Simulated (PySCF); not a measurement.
Consider C₆H₁₁NO (SMILES CCO[C@H](C#N)CC).

```xyz
19

C    -3.1117   -0.4494   -0.3307
C    -1.8778    0.4258   -0.1940
O    -0.7598   -0.4181    0.0030
C     0.4642    0.2655    0.1636
C     0.8519    0.9617   -1.0566
N     1.1410    1.4959   -2.0251
C     1.5414   -0.7621    0.5410
C     2.8715   -0.0989    0.8717
H    -3.2451   -1.0451    0.5681
H    -3.9903    0.1704   -0.4844
H    -2.9933   -1.1205   -1.1765
H    -1.9816    1.1086    0.6654
H    -1.7384    1.0366   -1.0984
H     0.3741    1.0274    0.9630
H     1.6578   -1.4571   -0.2924
H     1.1698   -1.3257    1.3981
H     2.7671    0.5736    1.7213
H     3.2368    0.4747    0.0221
H     3.6124   -0.8540    1.1215
```

Geometry: GFN2-xTB.

All numbers below come from PBE0/pcSseg-1, SCF density, gas phase, non-relativistic in PySCF.

Q: What will maps of the electron density and electron localisation function show?

A: C–O (1.41 Å): ρ is about 2.1 e/Å³ halfway, with its minimum of 1.8 e/Å³ about 0.5 Å from C; the ELF peaks at about 0.90 between the atoms, as expected for a shared but strongly polarised pair.
C–H (1.09 Å): ρ is about 2 e/Å³ halfway; the ELF climbs to about 1 towards the hydrogen, as it does in any bond to H; an ordinary covalent bond to hydrogen.
C–C (1.52 Å): ρ at the midpoint is about 1.7 e/Å³; the ELF peaks at about 0.95 between the atoms: a shared electron pair.

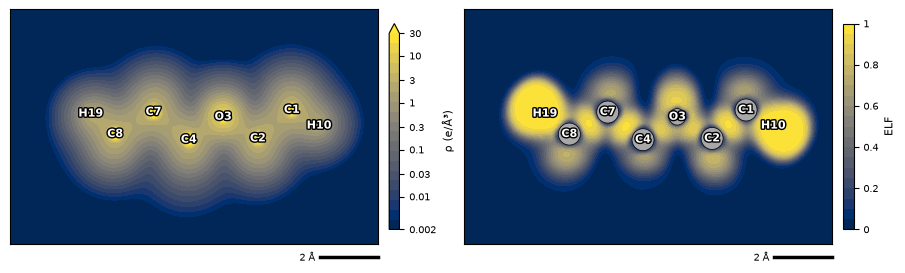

Computed electron density and electron localisation function on the plane of atoms O3, C4 and C7, in this order. Grey discs cover the atomic cores in the ELF map. 
